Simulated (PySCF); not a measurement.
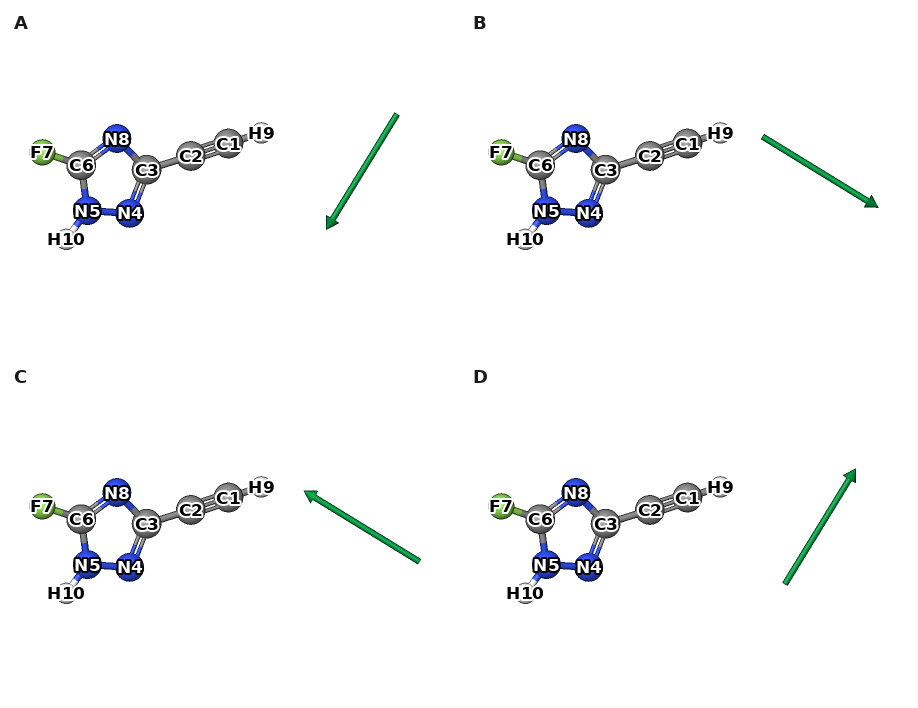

The same molecule four times, each with an arrow. Computed geometry: GFN2-xTB optimisation. No frequency run is at hand to confirm it as a minimum. Properties computed with CAM-B3LYP/def2-SVPD, gas phase (PySCF 2.14.0).

**Which arrow points along the dipole moment, from the negative to the positive end?**

A. The dipole moment is 2.14 D; it points from the side of H9 to the side of H10 (the outermost atoms at the two ends).
